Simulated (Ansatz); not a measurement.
**Preparing Na3BrO (Pm-3m) as a host crystal**

Aim: the runs on the perfect crystal Na3BrO (Pm-3m) that a defect calculation needs first.

Method: plane-wave PAW DFT, PBEsol; single point of the host's primitive cell on a dense mesh, in the first sound run; inputs show where later runs differ, in Ansatz 0.2.0.

### 1. Starting point

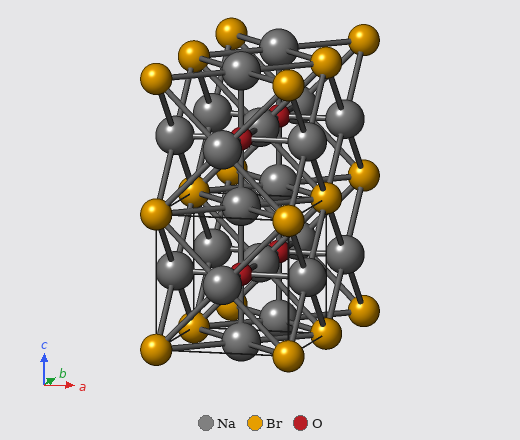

Start, viewed slightly off an axis; sodium grey, bromine orange, oxygen red. 1×2×2 cells are drawn. Some periodic images of atoms are drawn too.

### 2. Primitive cell on a dense mesh

A dense mesh gives the host's converged energy, against which the supercell's sampling is tested.

dense/input.yaml

```yaml
crystal:
  lattice:
    - [4.5420329943, 0.0, 0.0]
    - [0.0, 4.5420329943, 0.0]
    - [0.0, 0.0, 4.5420329943]
  atoms:
    - { symbol: Na, position: [0.0, 0.5, 0.5] }
    - { symbol: Na, position: [0.5, 0.0, 0.5] }
    - { symbol: Na, position: [0.5, 0.5, 0.0] }
    - { symbol: Br, position: [0.0, 0.0, 0.0] }
    - { symbol: O, position: [0.5, 0.5, 0.5] }
basis:
  ecutwfc: 420
  xc_grid: 2
hamiltonian:
  xc: pbesol
kpoints:
  mp_grid: { grid: [6, 6, 6] }
scf:
  occupations: { method: fermi_dirac, width: 0.01 }
  max_iter: 80
```

Started as:

```
> ansatz run input.yaml --threads 4 --pin off --max-ram 14131MiB --backend cpu --events-out ev --progress --plain --runs-dir out
```

Numbers of over 12 decimals in the logs are rounded to 6 here.

Log:

```text
Engine: ansatz 0.2.0, aarch64-unknown-linux-gnu
Pseudopotentials: kind: paw
Pseudopotential: Na, paw, valence charge 9, recommended cutoff 420 eV (normal), Na.paw.azcp
Pseudopotential: Br, paw, valence charge 7, recommended cutoff 420 eV (normal), Br.paw.azcp
Pseudopotential: O, paw, valence charge 6, recommended cutoff 420 eV (normal), O.paw.azcp
Functional definition: PBEsol
  exchange = pbesol_x
  correlation = pbesol_c
Crystal: 5 atoms, lattice volume = 93.702 Å³
Basis set: ecut = 420 eV, 1839 PW (Γ), exchange–correlation on 64×64×64 points (8 copies of the dense FFT grid, shifted against one another)
Bands: 25, of which v1, the nominal top of the filled ones, is band 20 counted from 1 (19 counted from 0)
Symmetry: 48 space group operations
Space group: Pm-3m (ITA 221), of the structure as read, at distance tolerance 4.5e-5 Å
k-points: 20 of 216
Non-local potential: Na, projectors of the file, l = 0: 3, l = 1: 2, l = 2: 1
Non-local potential: Br, projectors of the file, l = 0: 2, l = 1: 2, l = 2: 2
Non-local potential: O, projectors of the file, l = 0: 2, l = 1: 2, l = 2: 1
PAW form: soft (Blöchl's): semilocal exchange-correlation on the pseudo side does not see the compensation charge
PAW frozen core: Na, regenerated for the run's functional, and the local potential with it (the file was generated under x = pbe(κ = 0.804, μ = 0.219515), c = pbe(β = 0.066725))
PAW frozen core: Br, regenerated for the run's functional, and the local potential with it (the file was generated under x = pbe(κ = 0.804, μ = 0.219515), c = pbe(β = 0.066725))
PAW frozen core: O, regenerated for the run's functional, and the local potential with it (the file was generated under x = pbe(κ = 0.804, μ = 0.219515), c = pbe(β = 0.066725))
PAW one-centre angular grid: Na, 110 points (default); XC on 64 Gauss nodes
PAW one-centre angular grid: Br, 110 points (default); XC on 64 Gauss nodes
PAW one-centre angular grid: O, 110 points (default); XC on 64 Gauss nodes
Initial density: superposition of atomic densities (neutral atoms: chi_scale 0, normalization atom), corrected by the library's trained network
Initial wavefunctions: pseudopotential atomic-orbital guess
Functional: x = pbesol(κ = 0.804, μ = 0.123457), c = pbesol(β = 0.046)
SCF iter   1: F=—  HF=-7729.308478 eV  |F-HF|=—  |Δ(HF+E_count)|=         —  Δρ=6.43e-3  dr2=2.89e-2  ethr=1.77e-3  ⟨swp⟩=6.6  Hψ=2203  notcnv=0
preconditioner: auto → Resta (q_TF=auto, 2.367 Å⁻¹)  ε∞=2.2  [insulator: Δε(μ)=1.855 eV  Ē_g=20.054 eV  σ=0.010 eV  W_gap=1.00  n_scr=18 (ndim 8)  ℏωp=22.4 eV  f_vac=0.015  D(μ)=0.00/eV (n_scr^D=0)  ε∞_Penn≈2.2]
SCF iter   2: F=—  HF=-7729.301901 eV  |F-HF|=—  |Δ(HF+E_count)|=   6.58e-3  Δρ=3.26e-3  dr2=1.18e-2  ethr=7.22e-5  ⟨swp⟩=2.0  Hψ=878  notcnv=0  defer=16
SCF iter   3: F=—  HF=-7729.299476 eV  |F-HF|=—  |Δ(HF+E_count)|=   2.42e-3  Δρ=9.52e-4  dr2=1.04e-3  ethr=2.95e-5  ⟨swp⟩=2.1  Hψ=695  notcnv=0
automatic band count: iteration 3 solves 24 bands in place of 25: the levels show a gap, and the empty bands left out lie too high to hold charge; the band table lists the bands solved (type scf.n_extra_bands for more)
SCF iter   4: F=—  HF=-7729.299201 eV  |F-HF|=—  |Δ(HF+E_count)|=   2.76e-4  Δρ=2.77e-4  dr2=6.43e-5  ethr=2.61e-6  ⟨swp⟩=2.0  Hψ=716  notcnv=0
SCF iter   5: F=—  HF=-7729.298466 eV  |F-HF|=—  |Δ(HF+E_count)|=   7.35e-4  Δρ=1.21e-4  dr2=1.48e-5  ethr=1.61e-7  ⟨swp⟩=2.0  Hψ=640  notcnv=0
SCF iter   6: F=—  HF=-7729.298466 eV  |F-HF|=—  |Δ(HF+E_count)|=   1.59e-7  Δρ=1.78e-5  dr2=3.51e-7  ethr=3.70e-8  ⟨swp⟩=2.0  Hψ=640  notcnv=0
SCF iter   7: F=-7729.298466 eV  HF=-7729.298466 eV  |F-HF|=6.78e-8  |Δ(HF+E_count)|=   1.01e-7  Δρ=7.72e-6  dr2=8.91e-8  ethr=2.50e-10  ⟨swp⟩=3.0  Hψ=1039  notcnv=0
SCF 1 converged in 7 iterations: F = -7729.298466 eV  dr2 = 8.91e-8
  greatest PAW one-centre occupation: 0.999 electrons in one spin orbital (limit 2), on the Na atom at site 2 (counted from 0), in its partial waves of l = 0
SCF converged after 7 iterations
Free energy (F): -7729.298466 eV
Harris-Foulkes:  -7729.298466 eV  (|F-HF|=6.78e-8)
Internal energy: -7729.298466 eV  (E = F + TS)
E sigma→0 (E₀):  -7729.298466 eV
Fermi energy:    4.502238 eV
--- Per-component energies (eV) ---
  E_band       = -632.342829
  E_kinetic    = 671.980614
  E_local      = -4487.037495  (includes V_loc(G=0)·N_el)
  E_nonlocal   = 467.132590
  E_hartree    = 1613.903582
  E_xc         = -451.753746
  E_vxc        = -349.175896  (∫ρ·V_xc dr)
  E_paw        = -3114.764382  (= ΣΔE_a)
  E_vpaw       = -163.050058  (= ΣTr[D̂ρ^β])
  E_aug_tail   = 0.002375  (compensation charges beyond the density's cutoff)
  E_ewald      = -2429.053644
  E_core_change = 0.291640  (= ΣΔE_core)
  E_smearing   = -0.000000  (= −TS)
  E_closure    = -0.000000  (closes the sum)
  Σ components = -7729.298466   (vs F -7729.298466, Δ=0.00e0)
```

Run time: 1.4 s. Hardware: 4 threads of Arm Neoverse V1, shared host; peak memory 0.34 GiB.

In the SCF lines HF is the Harris–Foulkes energy and dr2 the Hartree energy of the density residual, in eV; the loop may stop once dr2 is under the threshold and the program's other checks hold. Hψ counts applications of the Hamiltonian.

### 3. Self-consistent run

This step: plane-wave PAW DFT, PBEsol; single point of the defect-free supercell, a test of its k-points (Ansatz 0.2.0).

System of this step: Na3BrO (Pm-3m). The cell holds 60 atoms: 36 Na, 12 Br and 12 O. Cell: a = 10.156 Å, b = 12.847 Å, c = 9.084 Å, α = 90.0°, β = 90.0°, γ = 108.4°.

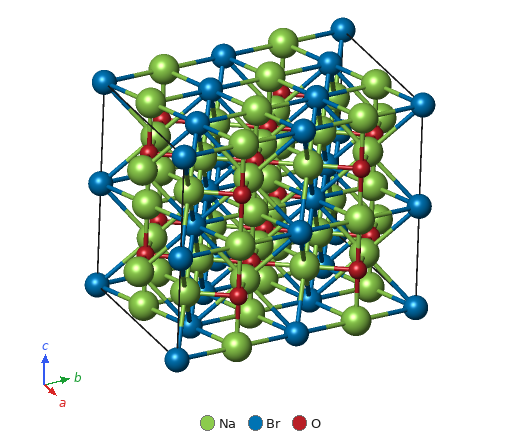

The cell of this step (sodium green, bromine blue, oxygen red). Some periodic images of atoms are drawn too.

pristine.sampling/input.yaml

```yaml
crystal:
  lattice:
    - [9.0840659887, 4.5420329943, 0.0]
    - [-9.0840659887, 9.0840659887, 0.0]
    - [0.0, 0.0, 9.0840659887]
  atoms:
    - { symbol: Na, position: [0.1666666667, 0.1666666666, 0.25] }
    - { symbol: Na, position: [0.5, 0.0, 0.25] }
    - { symbol: Na, position: [0.8333333333, 0.3333333334, 0.25] }
    - { symbol: Na, position: [0.1666666667, 0.4166666666, 0.25] }
    - { symbol: Na, position: [0.5, 0.25, 0.25] }
    - { symbol: Na, position: [0.8333333333, 0.0833333334, 0.25] }
    - { symbol: Na, position: [0.0, 0.25, 0.0] }
    - { symbol: Na, position: [0.3333333333, 0.0833333334, 0.0] }
    - { symbol: Na, position: [0.6666666667, 0.4166666666, 0.0] }
    - { symbol: Br, position: [0.0, 0.0, 0.0] }
    - { symbol: Br, position: [0.3333333333, 0.3333333334, 0.0] }
    - { symbol: Br, position: [0.6666666667, 0.1666666666, 0.0] }
    - { symbol: O, position: [0.0, 0.25, 0.25] }
    - { symbol: O, position: [0.3333333333, 0.0833333334, 0.25] }
    - { symbol: O, position: [0.6666666667, 0.4166666666, 0.25] }
    - { symbol: Na, position: [0.1666666667, 0.1666666666, 0.75] }
    - { symbol: Na, position: [0.5, 0.0, 0.75] }
    - { symbol: Na, position: [0.8333333333, 0.3333333334, 0.75] }
    - { symbol: Na, position: [0.1666666667, 0.4166666666, 0.75] }
    - { symbol: Na, position: [0.5, 0.25, 0.75] }
    - { symbol: Na, position: [0.8333333333, 0.0833333334, 0.75] }
    - { symbol: Na, position: [0.0, 0.25, 0.5] }
    - { symbol: Na, position: [0.3333333333, 0.0833333334, 0.5] }
    - { symbol: Na, position: [0.6666666667, 0.4166666666, 0.5] }
    - { symbol: Br, position: [0.0, 0.0, 0.5] }
    - { symbol: Br, position: [0.3333333333, 0.3333333334, 0.5] }
    - { symbol: Br, position: [0.6666666667, 0.1666666666, 0.5] }
    - { symbol: O, position: [0.0, 0.25, 0.75] }
    - { symbol: O, position: [0.3333333333, 0.0833333334, 0.75] }
    - { symbol: O, position: [0.6666666667, 0.4166666666, 0.75] }
    - { symbol: Na, position: [0.1666666667, 0.6666666666, 0.25] }
    - { symbol: Na, position: [0.5, 0.5, 0.25] }
    - { symbol: Na, position: [0.8333333333, 0.8333333333, 0.25] }
    - { symbol: Na, position: [0.1666666667, 0.9166666666, 0.25] }
    - { symbol: Na, position: [0.5, 0.75, 0.25] }
    - { symbol: Na, position: [0.8333333333, 0.5833333334, 0.25] }
    - { symbol: Na, position: [0.0, 0.75, 0.0] }
    - { symbol: Na, position: [0.3333333333, 0.5833333334, 0.0] }
    - { symbol: Na, position: [0.6666666667, 0.9166666666, 0.0] }
    - { symbol: Br, position: [0.0, 0.5, 0.0] }
    - { symbol: Br, position: [0.3333333333, 0.8333333333, 0.0] }
    - { symbol: Br, position: [0.6666666667, 0.6666666666, 0.0] }
    - { symbol: O, position: [0.0, 0.75, 0.25] }
    - { symbol: O, position: [0.3333333333, 0.5833333334, 0.25] }
    - { symbol: O, position: [0.6666666667, 0.9166666666, 0.25] }
    - { symbol: Na, position: [0.1666666667, 0.6666666666, 0.75] }
    - { symbol: Na, position: [0.5, 0.5, 0.75] }
    - { symbol: Na, position: [0.8333333333, 0.8333333333, 0.75] }
    - { symbol: Na, position: [0.1666666667, 0.9166666666, 0.75] }
    - { symbol: Na, position: [0.5, 0.75, 0.75] }
    - { symbol: Na, position: [0.8333333333, 0.5833333334, 0.75] }
    - { symbol: Na, position: [0.0, 0.75, 0.5] }
    - { symbol: Na, position: [0.3333333333, 0.5833333334, 0.5] }
    - { symbol: Na, position: [0.6666666667, 0.9166666666, 0.5] }
    - { symbol: Br, position: [0.0, 0.5, 0.5] }
    - { symbol: Br, position: [0.3333333333, 0.8333333333, 0.5] }
    - { symbol: Br, position: [0.6666666667, 0.6666666666, 0.5] }
    - { symbol: O, position: [0.0, 0.75, 0.75] }
    - { symbol: O, position: [0.3333333333, 0.5833333334, 0.75] }
    - { symbol: O, position: [0.6666666667, 0.9166666666, 0.75] }
basis:
  ecutwfc: 420
  xc_grid: 2
hamiltonian:
  xc: pbesol
kpoints:
  mp_grid: { grid: [1, 1, 1], shift: [0.25, 0.25, 0.25] }
scf:
  occupations: { method: fermi_dirac, width: 0.01 }
  max_iter: 80
```

Log:

```text
[...]
Crystal: 60 atoms, lattice volume = 1124.429 Å³
Basis set: ecut = 420 eV, 22007 PW (Γ), exchange–correlation on 144×180×128 points (8 copies of the dense FFT grid, shifted against one another)
Bands: 300, of which v1, the nominal top of the filled ones, is band 240 counted from 1 (239 counted from 0)
Symmetry: 24 space group operations
k-points: 1
[...]
SCF iter   1: F=—  HF=-92751.729320 eV  |F-HF|=—  |Δ(HF+E_count)|=         —  Δρ=6.26e-3  dr2=3.35e-1  ethr=1.77e-3  ⟨swp⟩=7.0  Hψ=1240  notcnv=0  defer=3
[...]
SCF iter   7: F=-92751.606225 eV  HF=-92751.606225 eV  |F-HF|=1.17e-7  |Δ(HF+E_count)|=   1.31e-6  Δρ=3.65e-6  dr2=1.61e-7  ethr=2.08e-10  ⟨swp⟩=2.0  Hψ=522  notcnv=0
SCF 1 converged in 7 iterations: F = -92751.606225 eV  dr2 = 1.61e-7
[...]
SCF converged after 7 iterations
Free energy (F): -92751.606225 eV
[...]
Internal energy: -92751.606225 eV  (E = F + TS)
E sigma→0 (E₀):  -92751.606225 eV
Fermi energy:    4.889321 eV
[...]
```

Elapsed: 5.9 s, on 4 threads; peak memory 1.7 GiB.

This step gave:

| Item | Value |
| --- | --- |
| energy over dense mesh | -4.11e-4 eV/atom |

### 4. Defect free supercell relaxed from its symmetric sites

This cell, the one that will hold the defects, is built from the relaxed host. Symmetry fixes every atom, so this run gives the energy of the symmetric cell at the supercell's k-points, the reference for the test of stability.

This step: plane-wave PAW DFT, PBEsol; relaxation of the defect-free supercell from its symmetric sites (Ansatz 0.2.0).

pristine.symmetric/input.yaml, as its differences from pristine.sampling/input.yaml of step 3:

```diff
@@ -76 +76,12 @@
   max_iter: 80
+output:
+  forces: true
+relax:
+  f_tol: 0.01
+  max_steps: 60
+  escape_saddle: false
+checkpoint:
+  write: "../pristine.symmetric.run"
+  compress: false
+  write_wavefunctions: false
+  write_every: 100000
```

Log:

```text
[... repeated set-up lines and file paths are left out, and long positions are rounded to six places ...]
[...]
Crystal: 60 atoms, lattice volume = 1124.429 Å³
Basis set: ecut = 420 eV, 22007 PW (Γ), exchange–correlation on 144×180×128 points (8 copies of the dense FFT grid, shifted against one another)
Bands: 300, of which v1, the nominal top of the filled ones, is band 240 counted from 1 (239 counted from 0)
Symmetry: 24 space group operations
k-points: 1
[...]
SCF iter   1: F=—  HF=-92751.729318 eV  |F-HF|=—  |Δ(HF+E_count)|=         —  Δρ=6.26e-3  dr2=3.35e-1  ethr=1.77e-3  ⟨swp⟩=7.0  Hψ=1240  notcnv=0  defer=3
[...]
SCF iter   8: F=-92751.606225 eV  HF=-92751.606225 eV  |F-HF|=1.39e-8  |Δ(HF+E_count)|=   5.13e-8  Δρ=1.41e-6  dr2=2.53e-8  ethr=2.08e-11  ⟨swp⟩=4.0  Hψ=815  notcnv=0
SCF 1 converged in 8 iterations: F = -92751.606225 eV  dr2 = 2.53e-8
[...]
relax step   1: F+E_penalty+E_count = -92751.60622473 eV  Δ(F+E_penalty+E_count) = +0.000e0 eV  max|allowed force component| = 6.664e-24 eV/Å  Δτ_max = 0.0000 Å  (8 SCF iters, accepted)
SCF converged after 8 iterations
Free energy (F): -92751.606225 eV
[...]
Internal energy: -92751.606225 eV  (E = F + TS)
E sigma→0 (E₀):  -92751.606225 eV
Fermi energy:    4.889364 eV
[...]
--- Relaxed structure (1 steps of the walk, 1 accepted, 0 SCFs on fresh bases) ---
  F+E_penalty+E_count = -92751.60622473 eV   max|allowed force component| = 6.664e-24 eV/Å
  atoms:
    - { symbol: Na, position: [0.166667, 0.166667, 0.250000] }
    - { symbol: Na, position: [0.500000, -2.7755575615628914e-17, 0.250000] }
    - { symbol: Na, position: [0.833333, 0.333333, 0.250000] }
    - { symbol: Na, position: [0.166667, 0.416667, 0.250000] }
    - { symbol: Na, position: [0.500000, 0.250000, 0.250000] }
    - { symbol: Na, position: [0.833333, 0.083333, 0.250000] }
    - { symbol: Na, position: [0.0, 0.25, 0.0] }
    - { symbol: Na, position: [0.333333, 0.083333, 0.0] }
    - { symbol: Na, position: [0.666667, 0.416667, 0.0] }
    - { symbol: Br, position: [0.0, -2.035408878409445e-17, 0.0] }
    - { symbol: Br, position: [0.333333, 0.333333, 0.0] }
    - { symbol: Br, position: [0.666667, 0.166667, 0.0] }
    - { symbol: O, position: [0.0, 0.25, 0.250000] }
    - { symbol: O, position: [0.333333, 0.083333, 0.250000] }
    - { symbol: O, position: [0.666667, 0.416667, 0.250000] }
    - { symbol: Na, position: [0.166667, 0.166667, 0.75] }
    - { symbol: Na, position: [0.500000, -2.7755575615628914e-17, 0.75] }
    - { symbol: Na, position: [0.833333, 0.333333, 0.75] }
    - { symbol: Na, position: [0.166667, 0.416667, 0.75] }
    - { symbol: Na, position: [0.500000, 0.250000, 0.75] }
    - { symbol: Na, position: [0.833333, 0.083333, 0.75] }
    - { symbol: Na, position: [0.0, 0.25, 0.500000] }
    - { symbol: Na, position: [0.333333, 0.083333, 0.500000] }
    - { symbol: Na, position: [0.666667, 0.416667, 0.500000] }
    - { symbol: Br, position: [0.0, -2.035408878409445e-17, 0.500000] }
    - { symbol: Br, position: [0.333333, 0.333333, 0.500000] }
    - { symbol: Br, position: [0.666667, 0.166667, 0.500000] }
    - { symbol: O, position: [0.0, 0.25, 0.75] }
    - { symbol: O, position: [0.333333, 0.083333, 0.75] }
    - { symbol: O, position: [0.666667, 0.416667, 0.75] }
    - { symbol: Na, position: [0.166667, 0.666667, 0.250000] }
    - { symbol: Na, position: [0.5, 0.5, 0.250000] }
    - { symbol: Na, position: [0.833333, 0.833333, 0.250000] }
    - { symbol: Na, position: [0.166667, 0.916667, 0.250000] }
    - { symbol: Na, position: [0.500000, 0.750000, 0.250000] }
    - { symbol: Na, position: [0.833333, 0.583333, 0.250000] }
    - { symbol: Na, position: [0.0, 0.750000, 0.0] }
    - { symbol: Na, position: [0.333333, 0.583333, 0.0] }
    - { symbol: Na, position: [0.666667, 0.916667, 0.0] }
    - { symbol: Br, position: [0.0, 0.5, 0.0] }
    - { symbol: Br, position: [0.333333, 0.833333, 0.0] }
    - { symbol: Br, position: [0.666667, 0.666667, 0.0] }
    - { symbol: O, position: [0.0, 0.750000, 0.250000] }
    - { symbol: O, position: [0.333333, 0.583333, 0.250000] }
    - { symbol: O, position: [0.666667, 0.916667, 0.250000] }
    - { symbol: Na, position: [0.166667, 0.666667, 0.75] }
    - { symbol: Na, position: [0.5, 0.5, 0.75] }
    - { symbol: Na, position: [0.833333, 0.833333, 0.75] }
    - { symbol: Na, position: [0.166667, 0.916667, 0.75] }
    - { symbol: Na, position: [0.500000, 0.750000, 0.75] }
    - { symbol: Na, position: [0.833333, 0.583333, 0.75] }
    - { symbol: Na, position: [0.0, 0.750000, 0.500000] }
    - { symbol: Na, position: [0.333333, 0.583333, 0.500000] }
    - { symbol: Na, position: [0.666667, 0.916667, 0.500000] }
    - { symbol: Br, position: [0.0, 0.5, 0.500000] }
    - { symbol: Br, position: [0.333333, 0.833333, 0.500000] }
    - { symbol: Br, position: [0.666667, 0.666667, 0.500000] }
    - { symbol: O, position: [0.0, 0.750000, 0.75] }
    - { symbol: O, position: [0.333333, 0.583333, 0.75] }
    - { symbol: O, position: [0.666667, 0.916667, 0.75] }
```

Run time: 7.5 s. Hardware: 4 threads; peak memory 1.8 GiB.

The forces vanish from the start, and no atom moves.

[end of part 1 of 2]

[Logs are printed without paths, hosts, clocks, repeated set-up lines and the standing remarks that a program may print on its own settings, such as how far it seeks lower states.]

[Hosts, paths, dates, database ids (printed as entryN), source tags and the programs' standing remarks are cut or masked in the printed files.]

[Runs of the host that timed out are not shown.]

[For some hosts the program warned that the k-mesh of the response run may be too coarse for force constants and the static dielectric constant; such warnings are not always shown.]

[The program warned that the k-mesh of a response run behind this text may be too coarse: force constants, and the static dielectric constant and all else formed from them, are not shown converged.]
